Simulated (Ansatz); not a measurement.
# SiO2 (silicon dioxide molecule): SVWN5/STO-3G

Aim: the electronic atomisation energy of SiO2 (silicon dioxide molecule) at SVWN5/STO-3G, from 3 runs. 

The calculation is run with Ansatz 0.2.0.

37 further runs of the same task are left out: 8 that didn't finish, 29 set aside as unsound or not needed.

**1. The molecule**

The species is SiO2 (3 atoms), meant as a singlet with charge 0. As SMILES, `O=[Si]=O`. Geometry: relaxed at GFN2-xTB.

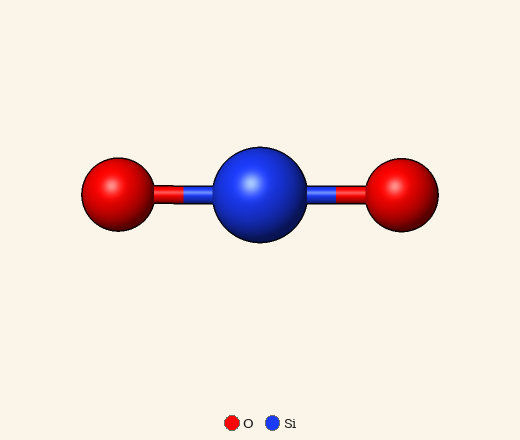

Viewed from a chosen angle; oxygen red, silicon blue.

**2. The energy at SVWN5/STO-3G**

File job.yaml:

```yaml
basis:
  gaussian: {orbitals: STO-3G}
crystal:
  periodic: [false, false, false]
  atoms:
    - symbol: O
      position_ang: [0.691230, 1.217290, 0.513740]
    - symbol: Si
      position_ang: [-0.000730, 0.000440, -0.000160]
    - symbol: O
      position_ang: [-0.690510, -1.217740, -0.513580]
total_charge: 0
hamiltonian: {xc: {name: SVWN5}}
accuracy: high
```

The run is started by

```bash
$ ansatz run job.yaml --threads 1 --pin off --max-ram 2610MiB --events-out events.jsonl --progress --plain --runs-dir runs
```

Log:

```text
Warning: RAYON_NUM_THREADS=1 ignored (pool sized by the plan → 1); use --threads N
Functional definition: SVWN5
  name "SVWN5"
  exchange = slater_x
  correlation = vwn5_c
324 factors; integrals over basis functions are off by at most 2.5e-8 eV
mean field evaluation 1: about -11751.4631 eV, gradient 4.6e1 eV
mean field evaluation 2: about -11722.8205 eV, gradient 9.0e1 eV
mean field evaluation 4: about -11759.4175 eV, gradient 2.1e0 eV
mean field evaluation 8: about -11759.4159 eV, gradient 7.8e-2 eV
mean field evaluation 16: about -11759.4159 eV, gradient 6.6e-7 eV
mean field -11759.41594182 eV, -432.1505650437 hartree, gradient 3.3e-8 eV, S^2 0.000000; 0 other end points of the search recorded, 0 dependent functions left out
reference -11759.41594299 eV, -432.1505650863 hartree; 15, 15 occupied and 4, 4 virtual orbitals, 324 factors
Total energy: -11759.41594299 eV, -432.1505650863 hartree
```

It took 0.59 s on 1 thread of AMD EPYC 7R43 (Zen 3), shared host; peak memory 0.1 GiB.

**3. The O atom**

File in.yaml:

```yaml
crystal:
  periodic: [false, false, false]
  atoms:
    - {symbol: O, position_ang: [0.000000, 0.000000, 0.000000]}
basis:
  gaussian: {orbitals: STO-3G}
magnetization: {spin_polarized: true, initial_magnetization: 2}
hamiltonian: {xc: {name: SVWN5}}
accuracy: high
```

Run the same way, it converges to -73.45137 Eh (log not shown).

**4. The Si atom**

File job.yaml:

```yaml
crystal:
  periodic: [false, false, false]
  atoms:
    - {symbol: Si, position_ang: [0.000000, 0.000000, 0.000000]}
basis:
  gaussian: {orbitals: STO-3G}
magnetization: {spin_polarized: true, initial_magnetization: 2}
hamiltonian: {xc: {name: SVWN5}}
accuracy: high
```

Run the same way, it converges to -284.74034 Eh (log not shown).

**5. Outcome**

Level: SVWN5/STO-3G.

| quantity | value |
| --- | --- |
| molecule: total energy | -432.15057 Eh |
| O atom: total energy | -73.45137 Eh |
| O atom: ⟨S²⟩ | 2.000 |
| Si atom: total energy | -284.74034 Eh |
| Si atom: ⟨S²⟩ | 2.000 |
| electronic atomisation energy | 13.810 eV |

**Reading.** Taking the molecule apart into free atoms costs 13.81 eV (1332 kJ/mol), before zero-point energy and without spin-orbit coupling. In a minimal basis such a difference can be off by several eV, whatever the method.
